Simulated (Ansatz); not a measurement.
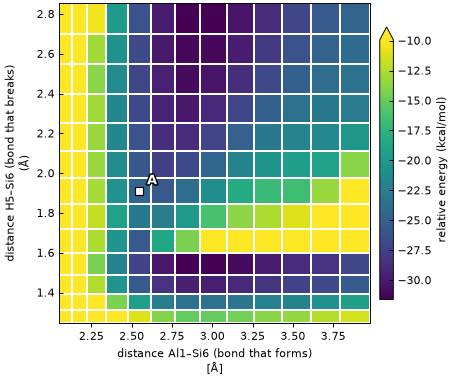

The reacting system AlClH6Si (fragments AlClH₂ + H₄Si where the first distance is long, AlClH₆Si where the second is long). 
- First axis: distance Al1–Si6 (bond that forms). Second axis: distance H5–Si6 (bond that breaks).
- Relaxed at each point: all other coordinates.
- The grid has 13 × 13 points.
- Points are written as (first, second).
- All energies are given in kcal/mol relative to a guessed transition structure relaxed with its forming and breaking bonds held.
- Energies and slopes of some neighbouring points disagree (a jump in structure or state, or too coarse a mesh). The reference is spin-restricted, so regions where a bond is pulled apart into radicals lie too high.
- All numbers below come from RKS SPW92 (LDA)/def2-SVP (Ansatz).

In the figure: one coloured cell a grid point, one colour for all values above the top of the scale, the point A.

Which way does the force act at A, and how strong is it?

A, at (2.544 Å, 1.909 Å), is not a stationary point. The computed force is 19 kcal/mol for each Å towards larger values of the first coordinate and 11 kcal/mol for each Å towards larger values of the second coordinate.
